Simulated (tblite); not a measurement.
## Geometry relaxation of C3H6N2Si

The run: geometry relaxation of C3H6N2Si. Method and program: GFN2-xTB geometry optimisation, gas phase (tblite 0.8.0).

It belongs to a series of runs on one base structure; here: constitutional isomer.

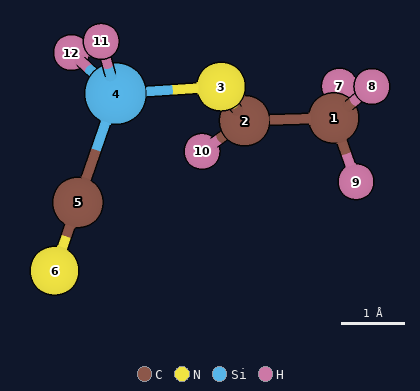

**Figure 1.** The starting structure (ball-and-stick view, seen at a tilt; atoms are numbered from 1 in the order of the input). Bond lengths as drawn: C–C 1.49 Å, C–H 1.09 to 1.10 Å, C–N 1.17 to 1.31 Å, C–Si 1.87 Å, H–Si 1.49 Å and N–Si 1.74 Å.

## Input file
```
{"job": {"kind": "relax", "xc": "GFN2-xTB", "basis": "xTB"}, "charge": 0, "multiplicity": 1}
C     -2.242300     0.123600     0.030900
C     -0.788400    -0.077400    -0.211700
N      0.011400    -0.317100     0.797500
Si     1.694400    -0.530400     0.404400
C      2.500100     0.992400    -0.319100
N      2.980700     1.933900    -0.811600
H     -2.807400    -0.626600    -0.530900
H     -2.488300     0.057000     1.098700
H     -2.525700     1.111600    -0.340600
H     -0.457000    -0.023200    -1.253100
H      2.375200    -0.972000     1.656700
H      1.748600    -1.672600    -0.547200
```

The first line tells a small driver script what to run in tblite; the rest is the geometry in Å.

Machine: 1 CPU thread, shared host.

Launched with:
```bash
OMP_NUM_THREADS=1 python <driver script> task.json out
```

## What the program printed
```
step      E/eV     max force
  0    -462.20090    3.166
  1    -462.13378    7.947
  2    -462.31883    2.317
  3    -462.32733    2.430
  4    -462.38195    0.565
  5    -462.39421    0.343
  6    -462.41312    0.629
  7    -462.43184    0.560
  8    -462.44374    0.358
  9    -462.45323    0.273
 10    -462.45932    0.313
 11    -462.46281    0.278
 12    -462.46649    0.237
 13    -462.47172    0.279
 14    -462.47870    0.352
 15    -462.48646    0.307
 16    -462.49278    0.189
 17    -462.49718    0.175
 18    -462.50175    0.192
 19    -462.50761    0.277
 20    -462.51375    0.263
 21    -462.51863    0.183
 22    -462.52148    0.118
 23    -462.52285    0.105
 24    -462.52411    0.103
 25    -462.52563    0.121
 26    -462.52673    0.085
 27    -462.52720    0.046
 28    -462.52743    0.045
 29    -462.52772    0.043
 30    -462.52815    0.066
 31    -462.52870    0.069
 32    -462.52913    0.057
 33    -462.52935    0.041
 34    -462.52947    0.029
 35    -462.52957    0.024
 36    -462.52967    0.028
 37    -462.52976    0.038
 38    -462.52986    0.041
 39    -462.52996    0.032
 40    -462.53006    0.024
 41    -462.53013    0.022
 42    -462.53020    0.026
 43    -462.53026    0.026
 44    -462.53033    0.024
 45    -462.53039    0.015
 46    -462.53042    0.016
 47    -462.53046    0.022
 48    -462.53052    0.024
 49    -462.53061    0.032
 50    -462.53073    0.034
 51    -462.53084    0.034
 52    -462.53098    0.035
 53    -462.53115    0.034
 54    -462.53137    0.042
 55    -462.53156    0.044
 56    -462.53169    0.038
 57    -462.53183    0.044
 58    -462.53200    0.042
 59    -462.53223    0.039
 60    -462.53249    0.053
 61    -462.53275    0.054
 62    -462.53300    0.038
 63    -462.53323    0.033
 64    -462.53343    0.042
 65    -462.53331    0.102
 66    -462.53365    0.044
 67    -462.53375    0.044
 68    -462.53442    0.066
 69    -462.53468    0.066
 70    -462.53524    0.068
 71    -462.53562    0.066
 72    -462.53633    0.082
 73    -462.53739    0.148
 74    -462.53677    0.334
 75    -462.54027    0.191
 76    -462.54209    0.162
 77    -462.54200    0.545
 78    -462.54690    0.129
 79    -462.54878    0.113
 80    -462.54708    0.629
 81    -462.55318    0.083
 82    -462.55528    0.085
 83    -462.55659    0.498
 84    -462.56160    0.092
 85    -462.56326    0.092
 86    -462.56537    0.236
 87    -462.56779    0.086
 88    -462.56944    0.148
 89    -462.57316    0.194
 90    -462.57392    0.389
 91    -462.57513    0.158
 92    -462.57602    0.147
 93    -462.57724    0.125
 94    -462.57859    0.123
 95    -462.57941    0.176
 96    -462.58020    0.200
 97    -462.58110    0.159
 98    -462.58154    0.080
 99    -462.58185    0.068
100    -462.58207    0.060
101    -462.58224    0.058
102    -462.58236    0.050
103    -462.58250    0.060
104    -462.58262    0.055
105    -462.58276    0.040
106    -462.58292    0.031
107    -462.58308    0.038
108    -462.58327    0.043
109    -462.58355    0.057
110    -462.58407    0.075
111    -462.58504    0.107
112    -462.58640    0.135
113    -462.58771    0.118
114    -462.58863    0.066
115    -462.58894    0.060
116    -462.58920    0.087
117    -462.58950    0.071
118    -462.59018    0.069
119    -462.59074    0.059
120    -462.59121    0.046
121    -462.59155    0.051
122    -462.59180    0.051
123    -462.59186    0.058
124    -462.59197    0.033
125    -462.59201    0.018
126    -462.59204    0.011
127    -462.59205    0.005
```

## Trajectory as extended XYZ (Å, eV, eV/Å), 9 of the 128 frames kept, from step=0 to step=127
```
12
Properties=species:S:1:pos:R:3:forces:R:3 step=0 energy=-462.20090
C    -2.2423    0.1236    0.0309    0.0500  -0.0110   0.0550
C    -0.7884   -0.0774   -0.2117    0.8660  -0.4620   2.5540
N     0.0114   -0.3171    0.7975   -1.1950   0.8390  -2.8090
Si    1.6944   -0.5304    0.4044    0.3170  -1.1360   0.8140
C     2.5001    0.9924   -0.3191    0.9250   1.8350  -1.0680
N     2.9807    1.9339   -0.8116   -1.0200  -1.9710   1.0710
H    -2.8074   -0.6266   -0.5309    0.0290   0.1480   0.0830
H    -2.4883    0.0570    1.0987    0.1760  -0.0370  -0.3670
H    -2.5257    1.1116   -0.3406   -0.0360  -0.1140  -0.0090
H    -0.4570   -0.0232   -1.2531   -0.0820   0.0350   0.1290
H     2.3752   -0.9720    1.6567   -0.2360   0.4250  -0.4240
H     1.7486   -1.6726   -0.5472    0.2060   0.4510  -0.0290
12
Properties=species:S:1:pos:R:3:forces:R:3 step=16 energy=-462.49278
C    -2.2573    0.1536    0.0636   -0.0270  -0.0440   0.0320
C    -0.8236   -0.0536   -0.2480    0.0320  -0.0510  -0.0330
N     0.0455   -0.3051    0.6217    0.1140   0.0180   0.0830
Si    1.7307   -0.6286    0.4152    0.1070   0.0100  -0.0110
C     2.5475    0.9030   -0.2858   -0.1750   0.0310  -0.0290
N     2.9259    1.8710   -0.7675    0.1050   0.0220   0.0160
H    -2.8093   -0.6106   -0.4788   -0.1840   0.0160  -0.0380
H    -2.4695    0.0699    1.1227    0.1020  -0.0290   0.1240
H    -2.5865    1.1287   -0.2882    0.0200   0.0110  -0.0900
H    -0.5907   -0.0176   -1.3176   -0.0460   0.0880  -0.1300
H     2.2868   -0.8633    1.7407   -0.0780  -0.0330   0.0100
H     2.0017   -1.6482   -0.6039    0.0300  -0.0390   0.0670
12
Properties=species:S:1:pos:R:3:forces:R:3 step=32 energy=-462.52913
C    -2.2585    0.1464    0.0847   -0.0040  -0.0010  -0.0080
C    -0.8522   -0.0827   -0.3380   -0.0070   0.0560   0.0050
N     0.0457   -0.3570    0.4930    0.0310  -0.0060  -0.0260
Si    1.7417   -0.6330    0.3966    0.0100   0.0120  -0.0170
C     2.5370    0.9202   -0.2823   -0.0150  -0.0050   0.0020
N     2.9748    1.8804   -0.7286    0.0120   0.0000   0.0170
H    -2.9055   -0.5837   -0.4001   -0.0130  -0.0100   0.0140
H    -2.3526    0.0676    1.1644   -0.0060  -0.0090  -0.0250
H    -2.5790    1.1338   -0.2455    0.0050   0.0050   0.0130
H    -0.6772    0.0202   -1.4186    0.0030  -0.0380   0.0270
H     2.1692   -0.8244    1.7775   -0.0070   0.0120  -0.0010
H     2.1577   -1.6885   -0.5290   -0.0090  -0.0150  -0.0010
12
Properties=species:S:1:pos:R:3:forces:R:3 step=48 energy=-462.53052
C    -2.2597    0.1460    0.0866   -0.0040   0.0020   0.0030
C    -0.8565   -0.0841   -0.3459   -0.0200  -0.0120  -0.0060
N     0.0501   -0.3423    0.4804    0.0120   0.0060  -0.0190
Si    1.7431   -0.6303    0.3848   -0.0010   0.0120   0.0020
C     2.5474    0.9216   -0.2846   -0.0050   0.0010   0.0110
N     2.9960    1.8906   -0.6998    0.0090  -0.0060  -0.0050
H    -2.9130   -0.5794   -0.3974   -0.0010   0.0050   0.0110
H    -2.3452    0.0602    1.1662   -0.0090  -0.0030  -0.0080
H    -2.5795    1.1376   -0.2314    0.0030   0.0020   0.0000
H    -0.6947   -0.0123   -1.4306    0.0090  -0.0080   0.0130
H     2.1629   -0.8052    1.7704    0.0040  -0.0060   0.0050
H     2.1502   -1.7031   -0.5247    0.0020   0.0080  -0.0070
12
Properties=species:S:1:pos:R:3:forces:R:3 step=64 energy=-462.53343
C    -2.2794    0.1436    0.0936    0.0170  -0.0060   0.0020
C    -0.8904   -0.1356   -0.3571   -0.0030   0.0020  -0.0230
N     0.0535   -0.2600    0.4570    0.0260  -0.0080   0.0320
Si    1.7375   -0.5866    0.3655    0.0090   0.0180  -0.0080
C     2.5976    0.9576   -0.2479   -0.0030  -0.0240   0.0020
N     3.1335    1.8887   -0.6451   -0.0160   0.0280   0.0070
H    -2.9678   -0.5467   -0.3909   -0.0150   0.0050   0.0150
H    -2.3532    0.0540    1.1733   -0.0110   0.0240   0.0100
H    -2.5590    1.1539   -0.2049    0.0070  -0.0100  -0.0110
H    -0.7702   -0.2211   -1.4452    0.0040  -0.0120  -0.0240
H     2.1416   -0.8167    1.7480   -0.0090  -0.0150   0.0070
H     2.1575   -1.6318   -0.5722   -0.0060  -0.0040  -0.0110
12
Properties=species:S:1:pos:R:3:forces:R:3 step=79 energy=-462.54878
C    -2.2710    0.1671    0.0937    0.0150   0.0140   0.0010
C    -0.9109   -0.2406   -0.3453    0.0210  -0.0200   0.0240
N     0.0821   -0.1404    0.4117   -0.0120  -0.0220  -0.0240
Si    1.7425   -0.5529    0.3039   -0.0070  -0.1040   0.0430
C     2.6290    1.0232   -0.1631   -0.0110   0.0400  -0.0380
N     3.1732    1.9748   -0.4953   -0.0070  -0.0180   0.0440
H    -3.0211   -0.5176   -0.3003    0.0310   0.0680   0.0400
H    -2.3196    0.2095    1.1789   -0.0200   0.0200  -0.0250
H    -2.4696    1.1635   -0.3012   -0.0790  -0.0100  -0.0220
H    -0.8470   -0.6214   -1.3725   -0.0100  -0.0320  -0.0290
H     2.0697   -0.9284    1.6778    0.0570  -0.0020  -0.0640
H     2.1440   -1.5373   -0.7143    0.0210   0.0650   0.0500
12
Properties=species:S:1:pos:R:3:forces:R:3 step=95 energy=-462.57941
C    -2.2208    0.2579    0.0730   -0.0020   0.0320  -0.0060
C    -0.9283   -0.3562   -0.3330   -0.0250  -0.0290   0.0220
N     0.1161   -0.1896    0.3361   -0.0280  -0.0290  -0.0200
Si    1.7682   -0.6170    0.2322    0.0000   0.0100  -0.0030
C     2.5221    1.0695   -0.0563   -0.0750  -0.1350   0.0640
N     2.9622    2.1113   -0.2268    0.1040   0.1350  -0.0420
H    -3.0382   -0.4507   -0.0384    0.0090  -0.0320   0.0100
H    -2.1631    0.6140    1.0966    0.0010   0.0100   0.0400
H    -2.4313    1.1090   -0.5752    0.0180  -0.0210  -0.0430
H    -0.9627   -0.9588   -1.2517    0.0000   0.0350  -0.0060
H     2.1109   -1.1084    1.5622    0.0040   0.0140  -0.0010
H     2.2661   -1.4818   -0.8447   -0.0040   0.0090  -0.0150
12
Properties=species:S:1:pos:R:3:forces:R:3 step=111 energy=-462.58504
C    -2.2316    0.2508    0.0771   -0.0310   0.0950  -0.0380
C    -0.9420   -0.3624   -0.3362    0.0460   0.0450  -0.0470
N     0.1077   -0.1977    0.3251   -0.0780   0.0020  -0.0190
Si    1.7633   -0.6043    0.2226    0.0050  -0.0380  -0.0190
C     2.5415    1.0762   -0.0314    0.0340   0.0060   0.0170
N     3.0476    2.0920   -0.1837   -0.0120  -0.0090  -0.0090
H    -3.0292   -0.4878    0.0375   -0.0200   0.0060   0.0120
H    -2.1569    0.6787    1.0724    0.0280  -0.0460   0.0290
H    -2.4824    1.0537   -0.6206    0.0070  -0.1010  -0.0070
H    -0.9845   -0.9446   -1.2705    0.0220   0.0230   0.0780
H     2.1056   -1.1024    1.5509    0.0020  -0.0040  -0.0140
H     2.2621   -1.4529   -0.8692   -0.0020   0.0220   0.0190
12
Properties=species:S:1:pos:R:3:forces:R:3 step=127 energy=-462.59205
C    -2.2482    0.2511    0.0689   -0.0030   0.0030   0.0000
C    -0.9481   -0.3421   -0.3394   -0.0010   0.0000  -0.0050
N     0.1073   -0.1274    0.2977    0.0010   0.0000   0.0020
Si    1.7525   -0.5813    0.1890    0.0020   0.0020   0.0010
C     2.6059    1.0743    0.0359   -0.0030  -0.0030   0.0010
N     3.1592    2.0719   -0.0613    0.0020   0.0040  -0.0020
H    -2.9730   -0.5417    0.2498    0.0010  -0.0020  -0.0020
H    -2.1281    0.8532    0.9647    0.0020   0.0020   0.0030
H    -2.6335    0.8700   -0.7407   -0.0010  -0.0030   0.0020
H    -0.9898   -0.9763   -1.2361    0.0000   0.0000  -0.0010
H     2.0676   -1.1660    1.4883    0.0000  -0.0030  -0.0010
H     2.2295   -1.3864   -0.9428    0.0000  -0.0020   0.0020
```

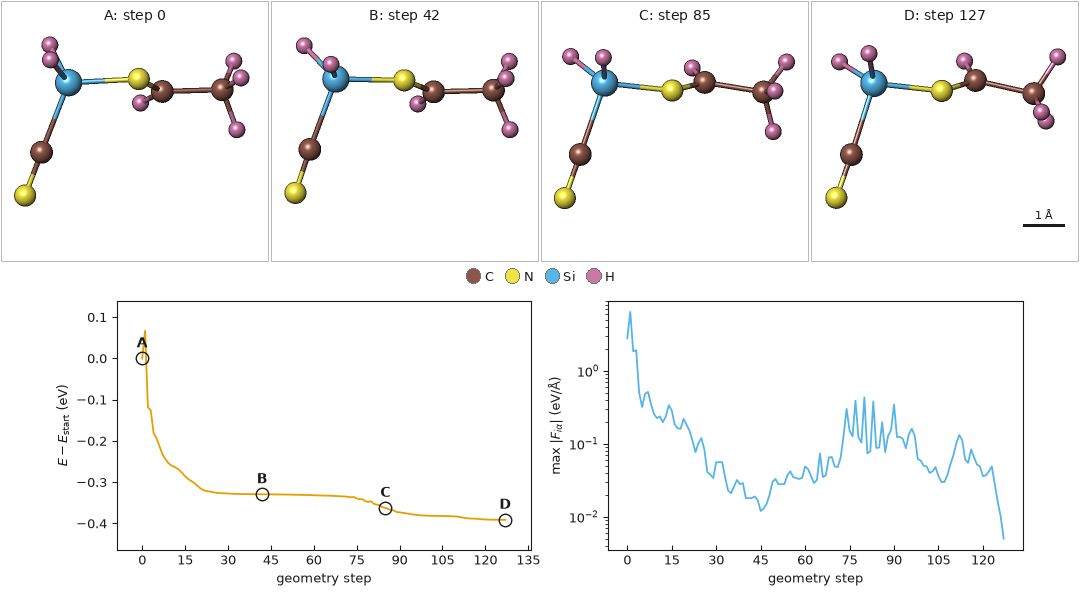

**Figure 2.** Frames of the relaxation (ball-and-stick view, seen at a tilt) above the curves, on which the letters mark them (steps are counted from 0).

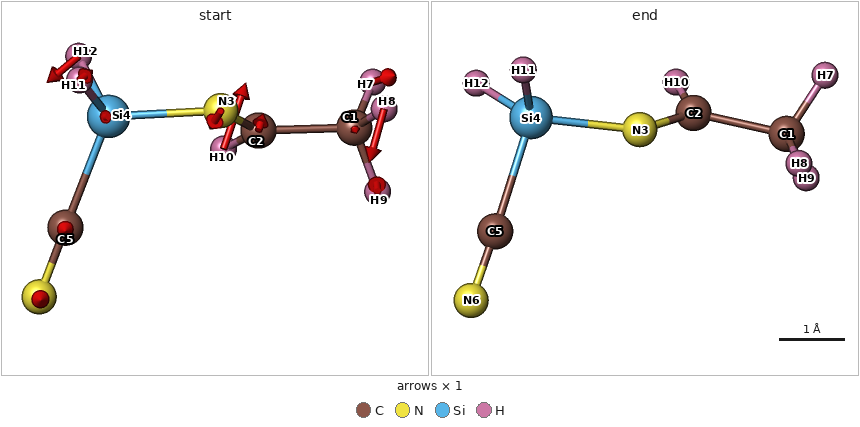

**Figure 3.** Before (left) and after (right) the relaxation, at one scale (ball-and-stick view, seen at a tilt). The red arrows give the displacements, at true length. The energy falls by 0.391 eV in 127 geometry steps. Largest force component: 2.8 eV/Å at the start, 0.005 eV/Å at the end. The atom that moves furthest after the best rigid fit is H10 (1.12 Å). By element the largest moves are H 1.12 Å, N 0.73 Å, C 0.35 Å, Si 0.23 Å. Among the contacts that change: C2–N3 1.310 → 1.251 Å, Si4–H11 1.492 → 1.459 Å, N3–Si4 1.741 → 1.710 Å, C5–N6 1.166 → 1.145 Å. Among the angles that change: C2–N3–Si4 116.0° → 137.2°, N3–Si4–H12 105.9° → 120.5°, N3–Si4–C5 113.8° → 102.1°. (Atoms are counted from 1 in the order of the input.)

## Key numbers

| quantity | value |
| --- | --- |
| outcome | converged |
| total energy | −462.5920 eV |
| wall time | 1.1 s |
| peak memory | 0.18 GiB |
